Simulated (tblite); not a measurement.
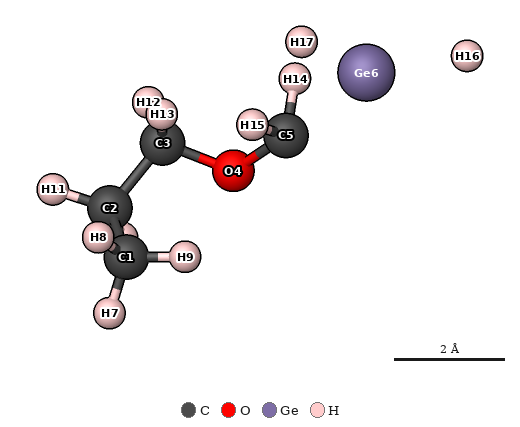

**Figure 1.** The starting structure (ball-and-stick view, seen at a tilt; atoms are numbered from 1 in the order of the input). Sticks mark near contacts. Bond lengths as drawn: C–C 1.52 to 1.53 Å, C–H 1.09 to 1.14 Å and C–O 1.40 to 1.44 Å.

Saddle-point search of C4H11GeO (charge −1)

System: C4H11GeO, charge −1.
Method: GFN2-xTB saddle search (eigenvector following) and harmonic vibrations, gas phase (tblite 0.8.0).

The run did not end well.

Input
```
{"job": {"xc": "GFN2-xTB", "basis": "xTB", "kind": "saddle"}, "charge": -1, "multiplicity": 1}
C     -1.999960     0.830537    -0.681410
C     -2.105557    -0.203355     0.441222
C     -0.719371    -0.755043     0.756143
O      0.059524     0.306311     1.224661
C      1.395617     0.303195     0.676017
Ge     3.581820     0.179604    -0.392715
H     -2.819702     1.543946    -0.614091
H     -2.019828     0.346331    -1.655762
H     -1.057448     1.372652    -0.598495
H     -2.427445     0.295867     1.357187
H     -2.798261    -1.009767     0.177147
H     -0.762931    -1.597153     1.478268
H     -0.225429    -1.126656    -0.149218
H      1.932663    -0.554963     1.209047
H      1.224062    -0.082956    -0.376533
H      5.482470     0.904865    -0.744106
H      3.259777    -0.753415    -2.107364
```

The first line tells a small driver script what to run in tblite; the rest is the geometry in Å.

Hardware: 1 CPU thread, shared host.

Launch command:
```bash
OMP_NUM_THREADS=1 python <driver script> task.json out
```

What the program printed
```
step      E/eV     max force
  0    -551.45285   0.5357
  1    -551.56686   0.3537
  2    -551.65678   0.2324
  3    -551.72153   0.2586
  4    -551.79987   0.2200
  5    -551.86273   0.2858
  6    -551.91238   0.2805
  7    -551.95639   0.3216
  8    -552.00142   0.3625
  9    -552.05398   0.3990
 10    -552.12927   0.3969
 11    -552.20378   0.2701
 12    -552.26679   0.2939
 13    -552.33213   0.3220
 14    -552.39266   0.3518
 15    -552.39233   0.5996
 16    -552.39360   0.3386
 17    -552.38980   0.3309
 18    -552.38620   0.3274
 19    -552.38461   0.3199
 20    -552.40114   0.3222
 21    -552.43996   0.3311
 22    -552.47728   0.3391
 23    -552.50512   0.3365
 24    -552.51438   0.3357
 25    -552.51160   0.3395
 26    -552.47880   0.3379
 27    -552.42874   0.3430
 28    -552.41856   0.3380
 29    -552.42506   0.3378
 30    -552.46263   0.3456
 31    -552.49713   0.3470
 32    -552.53293   0.3504
 33    -552.58258   0.3512
 34    -552.63063   0.3480
 35    -552.67631   0.3429
 36    -552.71291   0.3294
 37    -552.74784   0.3171
 38    -552.78009   0.3050
 39    -552.80890   0.2939
 40    -552.83441   0.2856
 41    -552.87362   0.2921
 42    -552.89889   0.2932
 43    -552.93306   0.2939
 44    -552.93188   0.3205
 45    -552.94983   0.3008
 46    -552.97746   0.3045
 47    -553.00301   0.3118
 48    -553.03611   0.3266
 49    -553.06470   0.3221
 50    -553.06339   0.3391
 51    -553.05748   0.3088
 52    -553.05920   0.3966
 53    -553.07176   0.3379
 54    -553.07826   0.3268
 55    -553.07466   0.3152
 56    -553.11189   0.3333
 57    -553.12384   0.3119
 58    -553.13028   0.2618
 59    -553.14514   0.1918
 60    -553.15999   0.1677
 61    -553.17620   0.1283
 62    -553.18958   0.1025
 63    -553.20143   0.0920
 64    -553.21197   0.0848
 65    -553.22089   0.1556
 66    -553.21740   0.0620
 67    -553.22521   0.0881
 68    -553.23333   0.1045
 69    -553.24162   0.0938
 70    -553.25280   0.1774
lowest wavenumbers (cm-1): -60.8 60.7 69.7 107.3 140.9 228.5
```

Trajectory as extended XYZ (Å, eV, eV/Å), 12 frames, from step=0 to step=70
```
17
Properties=species:S:1:pos:R:3:forces:R:3 step=0 energy=-551.45285
C    -2.0000    0.8305   -0.6814   -0.0720  -0.0450   0.0000
C    -2.1056   -0.2034    0.4412    0.0960   0.0630   0.0330
C    -0.7194   -0.7550    0.7561    0.1160   0.1250   0.0340
O     0.0595    0.3063    1.2247    0.1490   0.1840   0.0940
C     1.3956    0.3032    0.6760    0.2320  -0.3000  -0.0960
Ge    3.5818    0.1796   -0.3927    0.0530   0.1650   0.3310
H    -2.8197    1.5439   -0.6141   -0.0180   0.0040  -0.1280
H    -2.0198    0.3463   -1.6558   -0.0360  -0.0020  -0.0200
H    -1.0574    1.3727   -0.5985   -0.1320  -0.0460   0.1280
H    -2.4274    0.2959    1.3572   -0.2500  -0.0550  -0.0380
H    -2.7983   -1.0098    0.1771    0.0010   0.1130   0.0900
H    -0.7629   -1.5972    1.4783   -0.0650   0.1680   0.0540
H    -0.2254   -1.1267   -0.1492   -0.3210  -0.3600  -0.2330
H     1.9327   -0.5550    1.2090   -0.0750  -0.0580  -0.1920
H     1.2241   -0.0830   -0.3765    0.3850  -0.0500   0.1390
H     5.4825    0.9049   -0.7441   -0.1860  -0.0530  -0.1520
H     3.2598   -0.7534   -2.1074    0.1220   0.1470  -0.0430
17
Properties=species:S:1:pos:R:3:forces:R:3 step=6 energy=-551.91238
C    -2.0845    0.8414   -0.6781   -0.0360   0.0560  -0.0530
C    -2.1374   -0.1511    0.4780    0.0110   0.0450   0.0050
C    -0.7284   -0.6810    0.7518    0.0930   0.0400  -0.0230
O     0.1571    0.3713    1.0184    0.1470  -0.1210  -0.2060
C     1.5055    0.0831    0.5417    0.0010  -0.1870   0.0070
Ge    3.7494    0.2097   -0.1809    0.0530  -0.0800   0.0130
H    -2.9890    1.4516   -0.7262    0.0610  -0.0730  -0.0280
H    -1.9561    0.3187   -1.6277   -0.0170   0.0590   0.0900
H    -1.2209    1.4894   -0.5248   -0.1190  -0.0160  -0.0300
H    -2.5111    0.3427    1.3766   -0.0070   0.0420   0.0120
H    -2.7971   -0.9926    0.2425   -0.0100   0.0350   0.0460
H    -0.7534   -1.4157    1.5857    0.0270   0.1180  -0.0110
H    -0.3827   -1.2277   -0.1462   -0.0980  -0.0090   0.0740
H     1.8960   -0.7416    1.2055   -0.0920  -0.0420  -0.0630
H     1.3575   -0.4063   -0.4452    0.0420  -0.1170   0.0420
H     5.5548    0.8129   -0.8859   -0.1110   0.1420  -0.0310
H     3.3403   -0.3047   -1.9852    0.0530   0.1090   0.1560
17
Properties=species:S:1:pos:R:3:forces:R:3 step=12 energy=-552.26679
C    -2.1717    0.8673   -0.6861   -0.0280   0.0260  -0.0220
C    -2.1168   -0.0615    0.5206    0.0020   0.0380   0.0090
C    -0.7037   -0.6326    0.6851    0.0600   0.0300  -0.0370
O     0.2771    0.3660    0.6896    0.0730  -0.1700  -0.1430
C     1.5935   -0.1926    0.4259    0.0160  -0.0660   0.0340
Ge    3.8176    0.0249   -0.1823    0.0270  -0.1270  -0.0970
H    -3.1431    1.3608   -0.7668    0.0780  -0.0480   0.0070
H    -1.9805    0.3093   -1.6035   -0.0220   0.0470   0.0710
H    -1.3904    1.6169   -0.5744   -0.0650  -0.0230  -0.0470
H    -2.4031    0.4875    1.4228    0.0640   0.0050  -0.0500
H    -2.8152   -0.8993    0.3948    0.0560   0.0880   0.0500
H    -0.6619   -1.2402    1.6166    0.0540   0.0680  -0.0620
H    -0.5130   -1.3304   -0.1571   -0.0410   0.0580   0.0710
H     1.8220   -0.8671    1.2878   -0.0450  -0.0090   0.0010
H     1.4650   -0.8823   -0.4344    0.0060  -0.0910   0.0300
H     5.5085    1.0379   -0.7670   -0.2400   0.1450   0.0880
H     3.4158    0.0353   -1.8717    0.0050   0.0290   0.0980
17
Properties=species:S:1:pos:R:3:forces:R:3 step=19 energy=-552.38461
C    -2.2725    0.8488   -0.6883    0.0120   0.0290   0.0100
C    -2.0838   -0.0101    0.5559    0.0250   0.0390  -0.0270
C    -0.6637   -0.5845    0.6312    0.0160   0.0140  -0.0250
O     0.3433    0.3737    0.4953    0.0490  -0.0420  -0.0460
C     1.6357   -0.2705    0.3527    0.0360  -0.0690   0.0000
Ge    3.8489   -0.1450   -0.2400   -0.0140  -0.1210  -0.0340
H    -3.2970    1.2209   -0.7591    0.0780  -0.0100   0.0210
H    -2.0461    0.2713   -1.5833   -0.0150   0.0140   0.0290
H    -1.5831    1.6890   -0.6434   -0.0330  -0.0370  -0.0390
H    -2.2960    0.5832    1.4485    0.0630   0.0390  -0.0160
H    -2.7834   -0.8553    0.5398    0.0450   0.0570   0.0330
H    -0.5536   -1.1296    1.5937    0.0330   0.0140  -0.0270
H    -0.5592   -1.3422   -0.1712   -0.0050   0.0030  -0.0110
H     1.7711   -0.8896    1.2720    0.0110   0.0040   0.0010
H     1.5129   -1.0192   -0.4629    0.0100  -0.0820   0.0470
H     5.5359    0.9644   -0.5177   -0.2550   0.1330   0.1400
H     3.4907    0.2947   -1.8233   -0.0560   0.0170  -0.0550
17
Properties=species:S:1:pos:R:3:forces:R:3 step=25 energy=-552.51160
C    -2.3823    0.8626   -0.6727    0.0270   0.0070  -0.0040
C    -2.0237    0.0173    0.5431    0.0320   0.0290  -0.0130
C    -0.6097   -0.5726    0.4633   -0.0080  -0.0090  -0.0090
O     0.4133    0.3686    0.3325    0.1570  -0.1250  -0.0090
C     1.7033   -0.2981    0.4025   -0.0290  -0.2670   0.0440
Ge    3.8502   -0.2711   -0.2721   -0.0280  -0.0780  -0.1280
H    -3.4139    1.2158   -0.6071    0.0810   0.0040   0.0030
H    -2.2715    0.2814   -1.5879    0.0050   0.0180   0.0560
H    -1.7122    1.7167   -0.7271   -0.0040  -0.0260  -0.0280
H    -2.1197    0.6192    1.4508    0.0580   0.0230  -0.0490
H    -2.7215   -0.8262    0.6241    0.0520   0.0600   0.0240
H    -0.4465   -1.1816    1.3779    0.0090   0.0150  -0.0150
H    -0.5755   -1.2776   -0.3934   -0.0050   0.0140   0.0160
H     1.7995   -0.6839    1.4551   -0.0260   0.0570  -0.2440
H     1.6012   -1.2279   -0.2195   -0.0210   0.1550   0.2010
H     5.4366    0.9611   -0.3493   -0.2790   0.1460   0.1270
H     3.4725    0.2961   -1.8200   -0.0220  -0.0230   0.0260
17
Properties=species:S:1:pos:R:3:forces:R:3 step=31 energy=-552.49713
C    -2.4154    0.8603   -0.6664    0.0270   0.0050   0.0040
C    -2.0112    0.0104    0.5304    0.0330   0.0310  -0.0080
C    -0.5946   -0.5664    0.4186    0.0110  -0.0020  -0.0020
O     0.4291    0.3771    0.3045    0.0480  -0.0220  -0.0250
C     1.7174   -0.2835    0.4329    0.0300  -0.0420  -0.0330
Ge    3.8400   -0.3251   -0.3212   -0.0330  -0.0010  -0.1320
H    -3.4543    1.1820   -0.5745    0.0490   0.0170   0.0000
H    -2.3082    0.2935   -1.5893    0.0120  -0.0030   0.0120
H    -1.7743    1.7346   -0.7249    0.0300  -0.0010  -0.0270
H    -2.0945    0.6021    1.4447    0.0550   0.0410  -0.0130
H    -2.6942   -0.8433    0.6198    0.0260   0.0440   0.0260
H    -0.4250   -1.1970    1.3159    0.0130   0.0050  -0.0030
H    -0.5672   -1.2476   -0.4565   -0.0030  -0.0070   0.0060
H     1.8138   -0.5649    1.5054    0.0400  -0.0340   0.0340
H     1.6023   -1.2548   -0.0915   -0.0170  -0.1150   0.0030
H     5.4769    0.8549   -0.3350   -0.2920   0.1270   0.1380
H     3.4594    0.3675   -1.8130   -0.0290  -0.0430   0.0210
17
Properties=species:S:1:pos:R:3:forces:R:3 step=38 energy=-552.78009
C    -2.3481    0.8986   -0.6672    0.0330   0.0050  -0.0170
C    -1.9566    0.0522    0.5367    0.0360   0.0350  -0.0030
C    -0.5523   -0.5582    0.4421    0.0210  -0.0110  -0.0100
O     0.5069    0.3337    0.2561    0.0680  -0.0820  -0.0250
C     1.7572   -0.3942    0.3713    0.0060  -0.1030   0.0020
Ge    3.7993   -0.4059   -0.3892   -0.0090   0.0790  -0.0500
H    -3.4110    1.1468   -0.6281    0.0650   0.0240   0.0000
H    -2.1504    0.3586   -1.5916   -0.0020   0.0070   0.0310
H    -1.7692    1.8175   -0.6773    0.0400  -0.0240  -0.0360
H    -2.0452    0.6483    1.4479    0.0710   0.0400  -0.0200
H    -2.6485   -0.7947    0.6245    0.0150   0.0500   0.0320
H    -0.3891   -1.1398    1.3739    0.0110  -0.0020  -0.0150
H    -0.5577   -1.2923   -0.3900   -0.0120  -0.0090   0.0060
H     1.8693   -0.6526    1.4491    0.0170  -0.0130  -0.0500
H     1.5753   -1.3713   -0.1256   -0.0110  -0.0460   0.0570
H     4.8956    1.1365   -0.1314   -0.2870   0.0490   0.0910
H     3.4245    0.2168   -1.9010   -0.0600   0.0010   0.0080
17
Properties=species:S:1:pos:R:3:forces:R:3 step=44 energy=-552.93188
C    -2.3197    0.8815   -0.6924    0.0950   0.0350  -0.0850
C    -1.9077    0.1071    0.5555   -0.0210   0.0340   0.0270
C    -0.5457   -0.5859    0.4310    0.0010  -0.0150   0.0100
O     0.5451    0.2560    0.2043    0.0400  -0.0520  -0.0060
C     1.7687   -0.4984    0.3345    0.0010  -0.0820   0.0100
Ge    3.7829   -0.3527   -0.4039    0.0190   0.0890  -0.0290
H    -3.3510    1.2320   -0.5903    0.1330   0.0140  -0.0490
H    -2.2517    0.2476   -1.5841   -0.0020   0.1360   0.2360
H    -1.6586    1.7410   -0.8289   -0.1100  -0.2050  -0.0070
H    -1.9002    0.7806    1.4217    0.0450  -0.0680  -0.1560
H    -2.6443   -0.6882    0.7524    0.1120   0.1570  -0.0050
H    -0.3843   -1.1575    1.3689    0.0150  -0.0090  -0.0050
H    -0.6118   -1.3344   -0.3862    0.0010   0.0030   0.0120
H     1.8666   -0.7657    1.4111    0.0190  -0.0080  -0.0510
H     1.5847   -1.4707   -0.1733    0.0060  -0.0070   0.0500
H     4.6734    1.2737    0.0462   -0.3140  -0.0500   0.0400
H     3.3536    0.3341   -1.8666   -0.0410   0.0280   0.0100
17
Properties=species:S:1:pos:R:3:forces:R:3 step=50 energy=-553.06339
C    -2.2434    0.9428   -0.6705    0.0270   0.0280  -0.0110
C    -1.8682    0.0894    0.5334    0.0080   0.0200  -0.0010
C    -0.5382   -0.6525    0.3631    0.0270   0.0040  -0.0020
O     0.5672    0.1867    0.2086    0.0080  -0.0350  -0.0030
C     1.7916   -0.5371    0.4241    0.0080  -0.0230  -0.0060
Ge    3.7693   -0.2315   -0.3077    0.0150   0.0230  -0.0420
H    -3.2355    1.3805   -0.5360    0.0820   0.0000  -0.0070
H    -2.2508    0.3382   -1.5762    0.0090   0.0150   0.0190
H    -1.5146    1.7403   -0.7947   -0.0050  -0.0620  -0.0200
H    -1.8126    0.7201    1.4235    0.0320   0.0150  -0.0130
H    -2.6429   -0.6691    0.7029    0.0360   0.0460   0.0110
H    -0.4016   -1.2970    1.2561    0.0140   0.0220  -0.0110
H    -0.6212   -1.3331   -0.5098    0.0170   0.0070   0.0220
H     1.8649   -0.7328    1.5163    0.0240  -0.0030  -0.0100
H     1.6562   -1.5405   -0.0276    0.0110  -0.0090   0.0140
H     4.2499    1.5082   -0.1480   -0.3220  -0.0950   0.0480
H     3.2298    0.0873   -1.8573    0.0080   0.0460   0.0100
17
Properties=species:S:1:pos:R:3:forces:R:3 step=57 energy=-553.12384
C    -2.2307    0.9657   -0.6562    0.0200   0.0110  -0.0080
C    -1.8471    0.0786    0.5197    0.0150   0.0210   0.0000
C    -0.5239   -0.6682    0.3164    0.0120  -0.0030   0.0030
O     0.5845    0.1670    0.1683    0.0460  -0.0370   0.0060
C     1.8070   -0.5375    0.4518    0.0120  -0.0670   0.0080
Ge    3.7607   -0.2254   -0.3004   -0.0260   0.1810  -0.0240
H    -3.1991    1.4383   -0.4788    0.0610   0.0020  -0.0120
H    -2.2934    0.3792   -1.5713    0.0150   0.0050   0.0130
H    -1.4765    1.7356   -0.7915    0.0180  -0.0260  -0.0220
H    -1.7753    0.6859    1.4248    0.0350   0.0210  -0.0130
H    -2.6252   -0.6776    0.6802    0.0180   0.0320   0.0160
H    -0.3840   -1.3302    1.1939    0.0080   0.0070   0.0020
H    -0.6200   -1.3284   -0.5700    0.0050  -0.0030   0.0130
H     1.8774   -0.6371    1.5582    0.0100  -0.0120  -0.0610
H     1.6768   -1.5766    0.0866    0.0060   0.0280   0.0230
H     4.0434    1.5141   -0.1670   -0.2500  -0.1840   0.0300
H     3.2252    0.0168   -1.8647   -0.0050   0.0270   0.0260
17
Properties=species:S:1:pos:R:3:forces:R:3 step=63 energy=-553.20143
C    -2.2289    1.0063   -0.6187    0.0370   0.0010   0.0160
C    -1.7428    0.0928    0.5006   -0.0130   0.0090   0.0020
C    -0.4745   -0.6966    0.1445   -0.0080  -0.0190   0.0130
O     0.6734    0.0928    0.0946    0.0330  -0.0740   0.0110
C     1.8531   -0.5708    0.5714   -0.0360  -0.0220   0.0250
Ge    3.7219   -0.1433   -0.2264   -0.0310   0.0820  -0.0280
H    -3.2096    1.4200   -0.3747    0.0620   0.0280  -0.0020
H    -2.3123    0.4512   -1.5521    0.0030   0.0020   0.0250
H    -1.5260    1.8217   -0.7675    0.0200  -0.0550  -0.0120
H    -1.5416    0.6858    1.3970   -0.0090  -0.0210  -0.0430
H    -2.5273   -0.6357    0.7414    0.0230   0.0390  -0.0070
H    -0.3578   -1.4918    0.9035   -0.0090   0.0210  -0.0090
H    -0.6316   -1.2012   -0.8317    0.0030   0.0070   0.0540
H     1.8761   -0.4697    1.6787   -0.0170  -0.0250  -0.0630
H     1.7450   -1.6555    0.3868    0.0000   0.0400  -0.0080
H     3.5360    1.5061   -0.2648   -0.0710  -0.0290   0.0080
H     3.1469   -0.2121   -1.7824    0.0130   0.0140   0.0190
17
Properties=species:S:1:pos:R:3:forces:R:3 step=70 energy=-553.25280
C    -2.1454    1.0342   -0.5809    0.0000   0.0230  -0.0170
C    -1.6932    0.0679    0.5050    0.0170  -0.0050   0.0110
C    -0.4931   -0.7817    0.0566   -0.0040   0.0360  -0.0220
O     0.6808   -0.0346   -0.0736    0.0460  -0.1530   0.0770
C     1.8219   -0.5707    0.5965   -0.0630   0.0220  -0.0020
Ge    3.6640    0.0349   -0.1308   -0.0300   0.0330  -0.0020
H    -3.0094    1.6155   -0.2507    0.0690  -0.0090  -0.0160
H    -2.4203    0.4863   -1.4829    0.0100   0.0320   0.0380
H    -1.3296    1.7103   -0.8248   -0.0150  -0.0390  -0.0020
H    -1.4061    0.6301    1.3976   -0.0050  -0.0230  -0.0250
H    -2.5165   -0.6057    0.7718    0.0190   0.0180  -0.0010
H    -0.3550   -1.5971    0.7849   -0.0020   0.0020   0.0100
H    -0.7393   -1.2495   -0.9176    0.0010   0.0060   0.0480
H     1.7325   -0.3619    1.6868   -0.0280  -0.0320  -0.1070
H     1.8097   -1.6745    0.5096   -0.0130   0.0720  -0.0010
H     3.1875    1.5947   -0.3578   -0.0210   0.0030  -0.0020
H     3.2114   -0.2982   -1.6897    0.0200   0.0130   0.0130
```

What the run reported

| quantity | value |
| --- | --- |
| outcome | not converged |
| total energy | −553.2528 eV |
| point group | C1 |
| wall time | 22 s |
| peak memory | 0.2 GiB |

The run did not converge. At least one of its steps failed, so the values that rest on that step are not results.
